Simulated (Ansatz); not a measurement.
# Run report: CH₈BClSi₂, nudged elastic band (part 2 of 2)

The same run, continued: CH₈BClSi₂; RKS BHLYP-D4/def2-SVP (Ansatz 0.2.0). One setting was made poor on purpose. It belongs to a series of runs on one base structure; here: band between the two ends.

Geometry of the input (Å):
```
B  -0.4045  2.0797  1.2451
Si -1.3603  0.7752  0.0511
Si 0.4845  -0.3192  -0.9171
C  0.7784  -2.0396  -0.2541
Cl 2.1206  0.8765  -0.3427
H  -0.1831  3.2010  0.8902
H  -0.0155  1.7364  2.3245
H  -2.1789  -0.2315  0.7765
H  -2.1996  1.3922  -1.0068
H  0.4743  -0.3250  -2.3972
H  1.7207  -2.4459  -0.6315
H  -0.0348  -2.7047  -0.5618
H  0.8188  -2.0299  0.8384
```

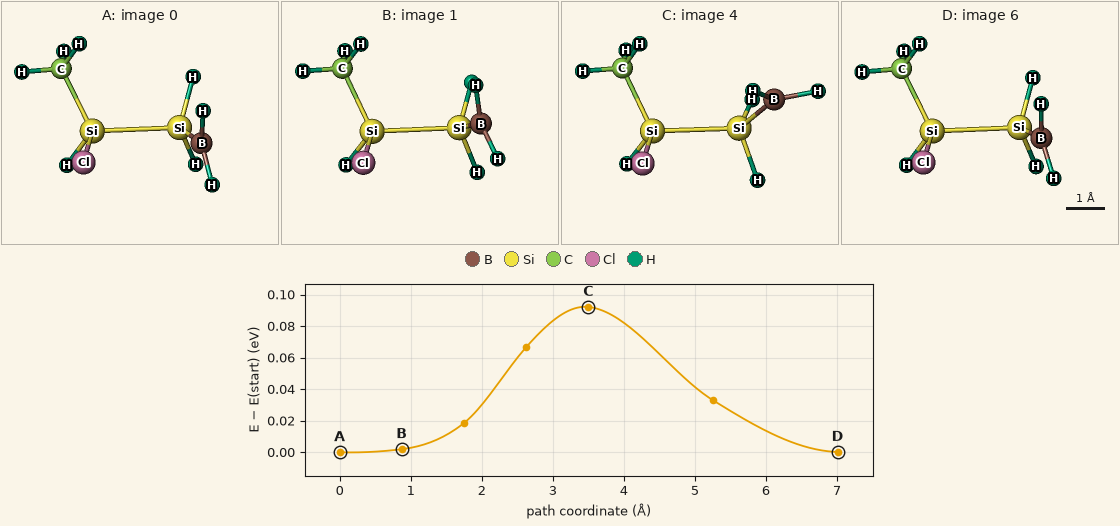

*Images of the last band (counted from 0; ball-and-stick, seen at a tilt) above the energy along the path; the line is a cubic interpolation that uses the forces.*

The highest image is number 4, 0.092 eV above the start and 0.092 eV above the end (the climbing image); start and end have the same energy. The path is 7.01 Å long. The band converged in 32 iterations.

```
Total energy: -30111.27951269 eV, -1106.5691119330 hartree
Atom 0 at    -0.565079     1.804117     1.571324 Å, force    -0.017540    -0.007335    -0.004079 eV/Å
Atom 1 at    -1.241065     0.866986    -0.087898 Å, force     0.006206     0.011485     0.000528 eV/Å
Atom 2 at     0.435154    -0.396655    -1.120846 Å, force    -0.000966    -0.005996     0.000096 eV/Å
Atom 3 at     0.942352    -1.903098    -0.137644 Å, force    -0.002948     0.002083    -0.005118 eV/Å
Atom 4 at     2.074787     0.896372    -1.233601 Å, force    -0.000366     0.001119    -0.001773 eV/Å
Atom 5 at    -1.338824     2.384100     2.279507 Å, force     0.004979    -0.000849     0.009418 eV/Å
Atom 6 at     0.591415     1.816915     1.879545 Å, force     0.001231    -0.001669    -0.008408 eV/Å
Atom 7 at    -2.420637     0.015561     0.230410 Å, force     0.002217     0.002472    -0.001455 eV/Å
Atom 8 at    -1.692913     1.913393    -1.046152 Å, force     0.003046    -0.001056     0.002843 eV/Å
Atom 9 at     0.099899    -0.786995    -2.509076 Å, force     0.000992    -0.003175     0.001614 eV/Å
Atom 10 at     1.790850    -2.404597    -0.611136 Å, force     0.000635     0.001149     0.003638 eV/Å
Atom 11 at     0.111734    -2.613733    -0.079256 Å, force     0.001419    -0.000120     0.001360 eV/Å
Atom 12 at     1.232924    -1.627165     0.879423 Å, force     0.001094     0.001892     0.001335 eV/Å
Dipole moment:    -0.206702    -0.270837     0.182605 e Å
this run last wrote the band of iteration 32 to [file]; this run last wrote the band within `neb.f_tol` of iteration 30 to [file]
```

**The last band as extended XYZ (Å, eV, eV/Å)**
```
13
Properties=species:S:1:pos:R:3:forces:R:3 image=0 energy=-30111.37144
B    -0.4045    2.0797    1.2451    0.0032  -0.0001   0.0002
Si   -1.3603    0.7752    0.0511   -0.0068  -0.0015   0.0021
Si    0.4845   -0.3192   -0.9171    0.0075  -0.0089  -0.0071
C     0.7784   -2.0396   -0.2541   -0.0130   0.0082   0.0087
Cl    2.1206    0.8765   -0.3427    0.0013  -0.0006  -0.0001
H    -0.1831    3.2010    0.8902   -0.0032  -0.0120   0.0039
H    -0.0155    1.7364    2.3245   -0.0039   0.0045  -0.0103
H    -2.1789   -0.2315    0.7765    0.0016   0.0095  -0.0027
H    -2.1996    1.3922   -1.0068    0.0063  -0.0054   0.0087
H     0.4743   -0.3250   -2.3972    0.0002  -0.0009   0.0096
H     1.7207   -2.4459   -0.6315    0.0014   0.0024  -0.0016
H    -0.0348   -2.7047   -0.5618    0.0063   0.0053   0.0021
H     0.8188   -2.0299    0.8384   -0.0009  -0.0004  -0.0136
13
Properties=species:S:1:pos:R:3:forces:R:3 image=1 energy=-30111.36950
B    -0.4203    1.9144    1.3284    0.0018  -0.0011   0.0027
Si   -1.3668    0.8199   -0.0653    0.0010   0.0003   0.0008
Si    0.4590   -0.3262   -1.0015    0.0062   0.0014   0.0006
C     0.8172   -1.9436   -0.1412   -0.0010   0.0003   0.0021
Cl    2.0856    0.9585   -0.6459   -0.0038  -0.0018   0.0020
H    -0.1974    3.0800    1.1799    0.0023   0.0004  -0.0031
H    -0.0223    1.3845    2.3268   -0.0039   0.0028  -0.0031
H    -2.3120   -0.1777    0.5017    0.0000  -0.0008   0.0018
H    -2.0726    1.6028   -1.1091   -0.0020  -0.0009   0.0014
H     0.3854   -0.5176   -2.4668   -0.0005   0.0006  -0.0002
H     1.7525   -2.3774   -0.5051    0.0018  -0.0006  -0.0017
H     0.0084   -2.6573   -0.3257   -0.0014  -0.0006  -0.0037
H     0.9039   -1.7951    0.9383   -0.0006   0.0001   0.0004
13
Properties=species:S:1:pos:R:3:forces:R:3 image=2 energy=-30111.35294
B    -0.4851    1.7839    1.4608    0.0085  -0.0035   0.0077
Si   -1.3281    0.8560   -0.1108   -0.0142  -0.0132  -0.0108
Si    0.4340   -0.3398   -1.0928   -0.0024   0.0114  -0.0019
C     0.8964   -1.8561   -0.1065    0.0040   0.0023  -0.0059
Cl    2.0580    0.9859   -1.0465   -0.0014   0.0038   0.0065
H    -0.4793    2.9728    1.5924    0.0313   0.0112  -0.0157
H     0.0563    1.1248    2.3030   -0.0155  -0.0046   0.0097
H    -2.3517   -0.1231    0.3472   -0.0051  -0.0075   0.0044
H    -1.9548    1.7593   -1.1063   -0.0094  -0.0024  -0.0012
H     0.2083   -0.6921   -2.5124    0.0047   0.0056   0.0009
H     1.7893   -2.3307   -0.5226   -0.0009   0.0012   0.0036
H     0.0776   -2.5820   -0.1255    0.0008  -0.0028  -0.0008
H     1.0998   -1.5936    0.9347   -0.0004  -0.0017   0.0037
13
Properties=species:S:1:pos:R:3:forces:R:3 image=3 energy=-30111.30488
B    -0.5498    1.7970    1.5221   -0.0224   0.0025  -0.0301
Si   -1.2485    0.8881   -0.1412   -0.0009   0.0092   0.0082
Si    0.4439   -0.3905   -1.1266    0.0142  -0.0032  -0.0087
C     0.9274   -1.8690   -0.0916    0.0031  -0.0003  -0.0040
Cl    2.0892    0.9010   -1.2326   -0.0038   0.0069   0.0047
H    -1.0553    2.8041    1.9289    0.0330   0.0190  -0.0057
H     0.3531    1.3315    2.1554   -0.0116  -0.0308   0.0216
H    -2.3612   -0.0118    0.2804    0.0058  -0.0085   0.0047
H    -1.7987    1.8542   -1.1258   -0.0076  -0.0100   0.0023
H     0.1454   -0.8131   -2.5136   -0.0032   0.0020   0.0022
H     1.7991   -2.3716   -0.5200   -0.0025   0.0075   0.0019
H     0.1023   -2.5870   -0.0507   -0.0036   0.0012   0.0020
H     1.1736   -1.5679    0.9300   -0.0006   0.0045   0.0010
13
Properties=species:S:1:pos:R:3:forces:R:3 image=4 energy=-30111.27931
B    -0.5651    1.8041    1.5713   -0.0175  -0.0073  -0.0041
Si   -1.2411    0.8670   -0.0879    0.0062   0.0115   0.0005
Si    0.4352   -0.3967   -1.1208   -0.0010  -0.0060   0.0001
C     0.9424   -1.9031   -0.1376   -0.0029   0.0021  -0.0051
Cl    2.0748    0.8964   -1.2336   -0.0004   0.0011  -0.0018
H    -1.3388    2.3841    2.2795    0.0050  -0.0008   0.0094
H     0.5914    1.8169    1.8795    0.0012  -0.0017  -0.0084
H    -2.4206    0.0156    0.2304    0.0022   0.0025  -0.0015
H    -1.6929    1.9134   -1.0462    0.0030  -0.0011   0.0028
H     0.0999   -0.7870   -2.5091    0.0010  -0.0032   0.0016
H     1.7909   -2.4046   -0.6111    0.0006   0.0011   0.0036
H     0.1117   -2.6137   -0.0793    0.0014  -0.0001   0.0014
H     1.2329   -1.6272    0.8794    0.0011   0.0019   0.0013
13
Properties=species:S:1:pos:R:3:forces:R:3 image=5 energy=-30111.33844
B    -0.5008    1.7977    1.4957    0.0257  -0.0210  -0.0119
Si   -1.3033    0.9034   -0.1121    0.0015  -0.0090  -0.0016
Si    0.4290   -0.3703   -1.0704   -0.0007   0.0061   0.0129
C     0.8816   -1.8890   -0.0815   -0.0019   0.0041   0.0082
Cl    2.0962    0.8888   -1.1231    0.0041   0.0012   0.0044
H    -0.6291    1.3484    2.5987    0.0138  -0.0195   0.0012
H     0.1793    2.7726    1.3622   -0.0214   0.0283  -0.0028
H    -2.4374   -0.0061    0.1981   -0.0028  -0.0001  -0.0031
H    -1.7472    1.8769   -1.1415   -0.0021   0.0049  -0.0067
H     0.1263   -0.7449   -2.4701   -0.0029   0.0007   0.0012
H     1.7371   -2.3968   -0.5356   -0.0003  -0.0007  -0.0007
H     0.0415   -2.5896   -0.0515   -0.0077   0.0027   0.0001
H     1.1474   -1.6260    0.9457   -0.0053   0.0023  -0.0010
13
Properties=species:S:1:pos:R:3:forces:R:3 image=6 energy=-30111.37127
B    -0.4014    2.0353    1.2728    0.0075   0.0070   0.0114
Si   -1.3632    0.7867    0.0281   -0.0042  -0.0068  -0.0113
Si    0.4742   -0.3185   -0.9414   -0.0077   0.0014   0.0053
C     0.7855   -2.0163   -0.2322    0.0024   0.0075   0.0007
Cl    2.1116    0.9001   -0.4243   -0.0012  -0.0011   0.0016
H    -0.0061    1.6407    2.3322   -0.0003   0.0016  -0.0026
H    -0.1791    3.1712    0.9708    0.0006  -0.0004  -0.0004
H    -2.2146   -0.2198    0.7142    0.0006  -0.0015   0.0004
H    -2.1723    1.4505   -1.0239   -0.0016   0.0000  -0.0007
H     0.4444   -0.3697   -2.4195   -0.0027   0.0029  -0.0053
H     1.7260   -2.4242   -0.6123    0.0016  -0.0125   0.0052
H    -0.0264   -2.6962   -0.5085    0.0025   0.0028  -0.0046
H     0.8419   -1.9748    0.8586    0.0026  -0.0010   0.0002
```

**Key numbers**

| quantity | value |
| --- | --- |
| outcome | converged |
| barrier, forward | 0.092 eV |
| barrier, backward | 0.092 eV |
| wall time | 11 min (CPU time 22 min) |
| peak memory | 0.3 GiB |

**Remarks**

A deliberately poor setting: spring. The order of the saddle point was not checked.
